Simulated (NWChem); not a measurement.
# C3H8O2 (dimethoxymethane) at 5 levels

Wanted: a comparison of 5 runs (HF/def2-SVP, HF/def2-TZVP, CAM-B3LYP/pcseg-1, PBE0/def2-SVP, B2PLYP/6-311G**) of C3H8O2 (dimethoxymethane). 

Program for the calculation: NWChem 7.3.0.

## 1. The molecule

The species is C3H8O2 (13 atoms), meant as a singlet with charge 0. As SMILES, `COCOC`. Geometry: relaxed at PBE0-D4/def2-TZVP. This is one conformer, not always the lowest.

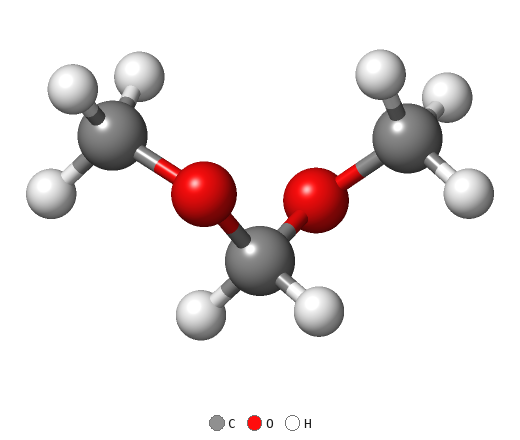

Viewed from a chosen angle; carbon grey, oxygen red, hydrogen white.

## 2. Energy and gradient at HF/def2-SVP (run 1)

Input file run.xyz:

```xyz
13
C3H8O2 gradient
C     -1.024400    -0.789300     1.349800
O      0.262200    -0.255300     1.139700
C      0.811400    -0.614800    -0.087400
O      0.154100    -0.062300    -1.182600
C      0.296400     1.336700    -1.267600
H     -1.339600    -0.485400     2.347600
H     -1.007500    -1.886200     1.298200
H     -1.743500    -0.416400     0.613700
H      0.761800    -1.701400    -0.234500
H      1.856200    -0.280600    -0.049300
H     -0.214200     1.657300    -2.175200
H      1.355300     1.620400    -1.333200
H     -0.147600     1.842600    -0.404500
```

Input file run.nw:

```
start run
title "C3H8O2 gradient"
memory total 2200 mb

geometry units angstroms noautosym nocenter noautoz
  load run.xyz
end

basis "ao basis" spherical bse
  * library def2-SVP
end

scf
  thresh 1e-08
  maxiter 80
  print low
end

task scf gradient
```

Launch:

```
$ nwchem run.nw > run.out
```

The log of the run:

```text
[...]
  functions       =   110
[...]
  wavefunction    = RHF
[...]
         Total SCF energy =   -267.754860678640
      One-electron energy =   -760.830919344764
      Two-electron energy =    293.697405323672
 Nuclear repulsion energy =    199.378653342453
        Time for solution =     11.7s
[...]
                         RHF ENERGY GRADIENTS
    atom               coordinates                        gradient
                 x          y          z           x          y          z
   1 C      -1.935835  -1.491561   2.550752   -0.006126  -0.004317  -0.002682
   2 O       0.495486  -0.482447   2.153721    0.009647   0.010785   0.015995
   3 C       1.533324  -1.161804  -0.165162    0.002519  -0.001872  -0.000236
   4 O       0.291207  -0.117730  -2.234790   -0.009983  -0.010553  -0.015956
   5 C       0.560115   2.525997  -2.395417    0.002902   0.006797   0.002984
   6 H      -2.531477  -0.917273   4.436321    0.000280   0.000928   0.001489
   7 H      -1.903899  -3.564401   2.453242   -0.000111  -0.003009  -0.000477
   8 H      -3.294737  -0.786882   1.159725   -0.002325   0.000735  -0.001844
   9 H       1.439593  -3.215180  -0.443141   -0.001552  -0.004280  -0.001916
  10 H       3.507709  -0.530257  -0.093163    0.003934   0.002461   0.001634
  11 H      -0.404779   3.131843  -4.110532   -0.001006  -0.000368  -0.001384
[...]
```

It took 15 s on 1 thread of Intel Xeon 6975P-C (Granite Rapids), shared host; peak memory 0.099 GiB.

## 3. Energy and gradient at HF/def2-TZVP (run 2)

Input file run.py:

```python
from ase import Atoms
from ase.calculators.nwchem import NWChem

atoms = Atoms(['C', 'O', 'C', 'O', 'C', 'H', 'H', 'H', 'H', 'H', 'H', 'H', 'H'], positions=[
    [-1.024400, -0.789300, 1.349800],
    [0.262200, -0.255300, 1.139700],
    [0.811400, -0.614800, -0.087400],
    [0.154100, -0.062300, -1.182600],
    [0.296400, 1.336700, -1.267600],
    [-1.339600, -0.485400, 2.347600],
    [-1.007500, -1.886200, 1.298200],
    [-1.743500, -0.416400, 0.613700],
    [0.761800, -1.701400, -0.234500],
    [1.856200, -0.280600, -0.049300],
    [-0.214200, 1.657300, -2.175200],
    [1.355300, 1.620400, -1.333200],
    [-0.147600, 1.842600, -0.404500],
])

calc = NWChem(
    label='c3h8o2',
    theory='scf',
    memory='2200 mb',
    basis='def2-TZVP',
    basispar='spherical bse',
    scf={'nopen': '0', 'rhf': None, 'thresh': '1e-08', 'maxiter': '80'},
)
atoms.calc = calc

forces = atoms.get_forces()
print("Total energy (eV):", round(atoms.get_potential_energy(), 6))
print("forces (eV/A):")
for s, f in zip(atoms.symbols, forces):
    print(f"{s:2s} {f[0]:10.5f} {f[1]:10.5f} {f[2]:10.5f}")
print("dipole (e A):", atoms.get_dipole_moment().round(4))
```

Launch:

```
$ export ASE_NWCHEM_COMMAND="nwchem PREFIX.nwi > PREFIX.nwo"
$ python run.py
```

The log of the run:

```text
Total energy (eV): -7294.450957
forces (eV/A):
C    -0.03296    0.05194    0.15313
O    -0.39281   -0.45735   -0.65460
C     0.13509   -0.10367   -0.01676
O     0.42439    0.43452    0.65100
C    -0.08048    0.03168   -0.13822
H     0.08490   -0.10346   -0.30920
H     0.01995    0.38963    0.02869
H     0.27994   -0.11174    0.26529
H     0.06438    0.46095    0.12578
H    -0.44022   -0.17602   -0.08361
H     0.16321   -0.08474    0.28092
H    -0.36972   -0.12403    0.00941
H     0.14434   -0.20775   -0.31177
dipole (e A): [-0.034   0.0257  0.0037]
```

The calculator wrote c3h8o2.nwi:

```
title "c3h8o2"

permanent_dir c3h8o2

scratch_dir c3h8o2

start c3h8o2

geometry units angstrom nocenter noautosym noautoz
  C  -1.0244000000000000e+00 -7.8930000000000000e-01 1.3498000000000001e+00
  O  2.6219999999999999e-01 -2.5530000000000003e-01 1.1396999999999999e+00
  C  8.1140000000000001e-01 -6.1480000000000001e-01 -8.7400000000000005e-02
  O  1.5409999999999999e-01 -6.2300000000000001e-02 -1.1826000000000001e+00
  C  2.9640000000000000e-01 1.3367000000000000e+00 -1.2676000000000001e+00
  H  -1.3395999999999999e+00 -4.8540000000000000e-01 2.3475999999999999e+00
  H  -1.0075000000000001e+00 -1.8862000000000001e+00 1.2982000000000000e+00
  H  -1.7435000000000000e+00 -4.1639999999999999e-01 6.1370000000000002e-01
  H  7.6180000000000003e-01 -1.7014000000000000e+00 -2.3449999999999999e-01
  H  1.8562000000000001e+00 -2.8060000000000002e-01 -4.9299999999999997e-02
  H  -2.1420000000000000e-01 1.6573000000000000e+00 -2.1751999999999998e+00
  H  1.3552999999999999e+00 1.6204000000000001e+00 -1.3331999999999999e+00
  H  -1.4760000000000001e-01 1.8426000000000000e+00 -4.0450000000000003e-01
end

memory 2200 mb

basis spherical bse noprint
   * library def2-TZVP
end

scf
  nopen 0
  rhf
  thresh 1e-08
  maxiter 80
end

task scf gradient
```

c3h8o2.nwo, shortened:

```text
[...]
      One-electron energy =   -761.362468091287
[... 1 line left out ...]
 Nuclear repulsion energy =    199.378653342452
[... 39 lines left out ...]
                       ROHF Final Molecular Orbital Analysis
[... 288 lines left out ...]
     1   1 0 0     -0.064221      0.000000      6.333795
[...]
  wavefunction    =   RHF
                         RHF ENERGY GRADIENTS
    atom               coordinates                        gradient
                 x          y          z           x          y          z
   1 C      -1.935835  -1.491561   2.550752    0.000641  -0.001010  -0.002978
   2 O       0.495486  -0.482447   2.153721    0.007639   0.008894   0.012730
   3 C       1.533324  -1.161804  -0.165162   -0.002627   0.002016   0.000326
[... 9 lines of this table left out ...]
  13 H      -0.278924   3.482009  -0.764394   -0.002807   0.004040   0.006063
[...]
```

Run time: 2.8 min. Hardware: 1 thread of Intel Xeon 6975P-C (Granite Rapids), shared host; peak memory 0.12 GiB.

Run 3 isn't shown in full; the table further down has it.

## 4. Energy and forces at PBE0/def2-SVP (run 4)

Input file test.nw:

```
start test
title "C3H8O2 gradient"
memory 2200 mb
charge 0

geometry noautosym nocenter noautoz
  C       -1.024400      -0.789300       1.349800
  O        0.262200      -0.255300       1.139700
  C        0.811400      -0.614800      -0.087400
  O        0.154100      -0.062300      -1.182600
  C        0.296400       1.336700      -1.267600
  H       -1.339600      -0.485400       2.347600
  H       -1.007500      -1.886200       1.298200
  H       -1.743500      -0.416400       0.613700
  H        0.761800      -1.701400      -0.234500
  H        1.856200      -0.280600      -0.049300
  H       -0.214200       1.657300      -2.175200
  H        1.355300       1.620400      -1.333200
  H       -0.147600       1.842600      -0.404500
end

basis spherical bse
  C library def2-SVP
  O library def2-SVP
  H library def2-SVP
end

dft
  xc pbe0
  mult 1
  grid fine
  convergence energy 1e-08
  iterations 100
  mulliken
end

task dft gradient
```

Launch:

```
$ nwchem test.nw > test.out
```

The log of the run, shortened:

```text
[...]
          Wavefunction type:  closed shell.
          No. of atoms     :    13
          No. of electrons :    42
[...]
          Charge           :     0
          Spin multiplicity:     1
[...]
          AO basis - number of functions:   110
[...]
              XC Information
              --------------
                         PBE0 Method XC Functional
                     Hartree-Fock (Exact) Exchange  0.250
          PerdewBurkeErnzerhof Exchange Functional  0.750
            Perdew 1991 LDA Correlation Functional  1.000 local
           PerdewBurkeErnz. Correlation Functional  1.000 non-local
[...]
 d= 0,ls=0.0,diis     1   -268.9686630781 -4.68D+02  8.39D-03  6.58D-01     2.4
[...]
 d= 0,ls=0.0,diis     8   -269.0440799867  7.78D-09  3.05D-06  3.47D-07    16.8
         Total DFT energy =     -269.044079986739
      One electron energy =     -761.260739966520
           Coulomb energy =      328.980360287138
    Exchange-Corr. energy =      -36.142353649809
 Nuclear repulsion energy =      199.378653342453
[...]
      Total Density - Mulliken Population Analysis
     ---------------------------------------------
[...]
  wavefunction    = closed shell
                         DFT ENERGY GRADIENTS
    atom               coordinates                        gradient
                 x          y          z           x          y          z
   1 C      -1.935835  -1.491561   2.550752   -0.009558  -0.004158   0.000755
   2 O       0.495486  -0.482447   2.153721    0.002282   0.002328   0.002873
   3 C       1.533324  -1.161804  -0.165162    0.007660  -0.005762  -0.000804
   4 O       0.291207  -0.117730  -2.234790   -0.002031  -0.002534  -0.002899
   5 C       0.560115   2.525997  -2.395417    0.001370   0.010385   0.000094
   6 H      -2.531477  -0.917273   4.436321    0.002407  -0.001260  -0.005390
   7 H      -1.903899  -3.564401   2.453242    0.000753   0.005577   0.000089
   8 H      -3.294737  -0.786882   1.159725    0.003988  -0.001433   0.003908
   9 H       1.439593  -3.215180  -0.443141   -0.000458   0.005723   0.000880
  10 H       3.507709  -0.530257  -0.093163   -0.005715  -0.001073  -0.000222
  11 H      -0.404779   3.131843  -4.110532    0.002590  -0.002509   0.004868
[...]
```

Run time: 22 s. Hardware: 1 thread of Intel Xeon 6975P-C (Granite Rapids), shared host; peak memory 0.12 GiB.

## 5. The energy at B2PLYP/6-311G(d,p) (run 5)

Input file work.nw:

```
echo
start work
memory 2200 mb
charge 0

geometry units angstroms noautosym nocenter noautoz
  C     -1.024400    -0.789300     1.349800
  O      0.262200    -0.255300     1.139700
  C      0.811400    -0.614800    -0.087400
  O      0.154100    -0.062300    -1.182600
  C      0.296400     1.336700    -1.267600
  H     -1.339600    -0.485400     2.347600
  H     -1.007500    -1.886200     1.298200
  H     -1.743500    -0.416400     0.613700
  H      0.761800    -1.701400    -0.234500
  H      1.856200    -0.280600    -0.049300
  H     -0.214200     1.657300    -2.175200
  H      1.355300     1.620400    -1.333200
  H     -0.147600     1.842600    -0.404500
end

basis "ao basis" spherical bse
  * library 6-311G**
end

dft
  xc hfexch 0.53 becke88 0.47 lyp 0.73 mp2 0.27
  dftmp2 semidirect
  grid fine
  convergence energy 1e-08
  maxiter 100
  mulliken
  print medium
end

mp2
  freeze core 5
end

task dft energy
```

Launch:

```
$ nwchem work.nw > work.out
```

The log of the run:

```text
[...]
          Wavefunction type:  closed shell.
          No. of atoms     :    13
          No. of electrons :    42
[...]
          Charge           :     0
          Spin multiplicity:     1
[...]
          AO basis - number of functions:   138
[...]
              XC Information
              --------------
                     Hartree-Fock (Exact) Exchange  0.530
                    Becke 1988 Exchange Functional  0.470
              Lee-Yang-Parr Correlation Functional  0.730
[...]
 d= 0,ls=0.0,diis     1   -269.0098877884 -4.68D+02  4.05D-03  7.23D-01     4.1
[...]
 d= 0,ls=0.0,diis     8   -269.0852503180 -9.74D-09  1.04D-06  1.20D-07    26.9
         Total DFT energy =     -269.085250318018
      One electron energy =     -761.680730082829
           Coulomb energy =      329.229299311596
    Exchange-Corr. energy =      -36.012472889237
 Nuclear repulsion energy =      199.378653342453
[...]
      Total Density - Mulliken Population Analysis
     ---------------------------------------------
    Atom       Charge   Shell Charges
 -----------   ------   -------------------------------------------------------
    1 C    6     6.08   1.10  0.89  0.61  0.74  1.51  0.40  0.74  0.09
    2 O    8     8.40   1.08  0.91  0.96  0.99  2.08  0.82  1.54  0.01
    3 C    6     5.79   1.10  0.89  0.59  0.76  1.48  0.27  0.54  0.15
    4 O    8     8.40   1.08  0.91  0.96  0.99  2.08  0.82  1.54  0.01
    5 C    6     6.08   1.10  0.89  0.61  0.74  1.51  0.40  0.74  0.09
    6 H    1     0.89   0.28  0.50  0.10  0.02
    7 H    1     0.92   0.27  0.50  0.12  0.02
    8 H    1     0.90   0.28  0.49  0.11  0.02
    9 H    1     0.91   0.28  0.51  0.10  0.02
   10 H    1     0.91   0.28  0.51  0.10  0.02
[...]
  Basis functions       =    138
[...]
```

It took 35 s on 1 thread of Intel Xeon 6975P-C (Granite Rapids), shared host; peak memory 0.76 GiB.

## 6. All runs side by side

```
run              level  iteration cap  module  energy (Eh)  largest force (eV/Å)  wall time
  1        HF/def2-SVP             80     scf  -267.754861                 1.110       15 s
  2       HF/def2-TZVP             80     scf  -268.066131                 0.890    2.8 min
  3  CAM-B3LYP/pcseg-1            100     dft  -269.384248                 0.159       89 s
  4      PBE0/def2-SVP            100     dft  -269.044080                 0.539       22 s
  5    B2PLYP/6-311G**            100     dft  -269.363857                     –       35 s
```

## 7. Summary of results

| quantity | value |
| --- | --- |
| run 5: total energy | -269.36386 Eh |
| run 5: dipole moment (SCF part) | 0.23 D |
| run 5: HOMO energy (SCF part's orbitals) | -9.31 eV |
| run 5: LUMO energy (SCF part's orbitals) | 2.52 eV |
| run 5: HOMO–LUMO gap (SCF part's orbitals) | 11.83 eV |

In words: Over runs 2, 4, 5 the dipole moment (its size) runs from 0.21 D (HF/def2-TZVP) to 0.25 D (PBE0/def2-SVP). The two ends differ in method and basis. Over runs 2, 4, 5 the HOMO–LUMO gap runs from 9.77 eV (PBE0/def2-SVP) to 16.06 eV (HF/def2-TZVP). Totals of different functionals can't be ranked against each other. All runs together took 5.4 min, the longest 2.8 min.
